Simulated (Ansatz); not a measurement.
**CH$_{4}$AlFS: density, localisation and related maps**

```yaml
atoms:
  - { symbol: C, position_ang: [-0.6885, 1.1585, -0.2029] }
  - { symbol: S, position_ang: [-1.1382, -0.4982, 0.4153] }
  - { symbol: Al, position_ang: [0.7854, -1.4646, 0.2620] }
  - { symbol: F, position_ang: [0.9058, -3.0408, 0.7226] }
  - { symbol: H, position_ang: [0.3658, 1.2234, -0.4752] }
  - { symbol: H, position_ang: [-1.2945, 1.3788, -1.0803] }
  - { symbol: H, position_ang: [-0.8984, 1.8899, 0.5759] }
  - { symbol: H, position_ang: [2.0546, -0.7040, -0.2733] }
```

Geometry: PBE0-D4/def2-TZVP.

Computed with RKS PBE0-D4/def2-TZVPP (Ansatz 0.2.0).

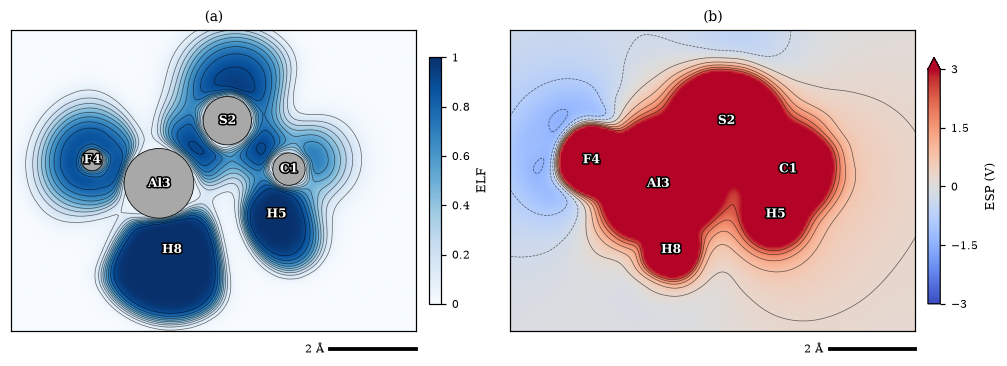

Figure 1. (a) electron localisation function; (b) electrostatic potential on the plane of atoms S2, C1 and H5. Grey discs cover the atomic cores in the ELF map.

### What do the fields say about this system?

- Atoms in the plane: C, S, Al, F and H.
- Al–F (1.65 Å): the ELF peaks at about 0.85 in the valence shell of F, 0.6 Å from its nucleus, and is about 0.25 at the midpoint.
- C–S (1.82 Å): the ELF peaks at about 0.90 between the atoms, as expected for a covalent bond.
- Al–S (2.16 Å): the ELF peaks at about 0.90 in the valence shell of S, 1.0 Å from its nucleus, and is about 0.90 at the midpoint.
- C–H (1.09 Å): the ELF climbs to about 1 towards the hydrogen, as it does in any bond to H: an ordinary covalent bond to hydrogen.
- Al–H (1.57 Å): the ELF climbs to about 1 towards the hydrogen.
- The ELF also peaks beside F4 and S2, away from the bonds: lone-pair regions.
- Outside the dense part of the molecule the potential is most negative (−1.4 V) near F4.

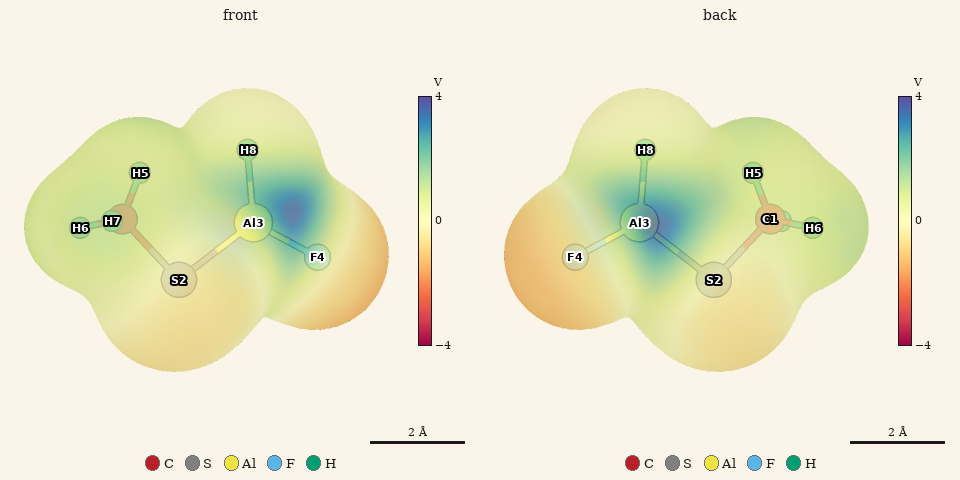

Figure 2. The electrostatic potential painted on the density surface at 0.002 e/bohr³, seen from the front and from behind; red is negative and blue positive.

### Where is the surface potential most negative and most positive?

The most negative region (about −1.3 V) lies over F4, the most positive (about +3.4 V) over Al3.

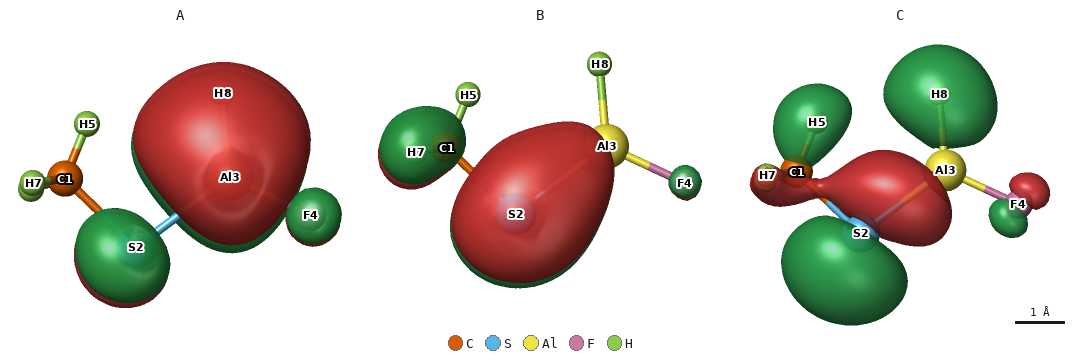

Figure 3. Three frontier orbitals at ±0.08 Å⁻³ᐟ² (green and red are the two phases), in no order.

### Order the three orbitals by energy and name them.

C is the HOMO−1 (−8.40 eV). Its weight (Hirshfeld) is mainly on S2 (about 60 %), Al3 (about 15 %) and H8 (about 10 %). B is the HOMO (−7.41 eV). Its weight (Hirshfeld) is mainly on S2 (about 75 %) and C1 (about 5 %); largely a lone pair of S2. A is the LUMO (−0.86 eV). By Hirshfeld shares it lies mainly on Al3 (about 70 %), S2 (about 15 %) and H8 (about 5 %).

### What is the HOMO–LUMO gap?

6.55 eV between the orbital energies.
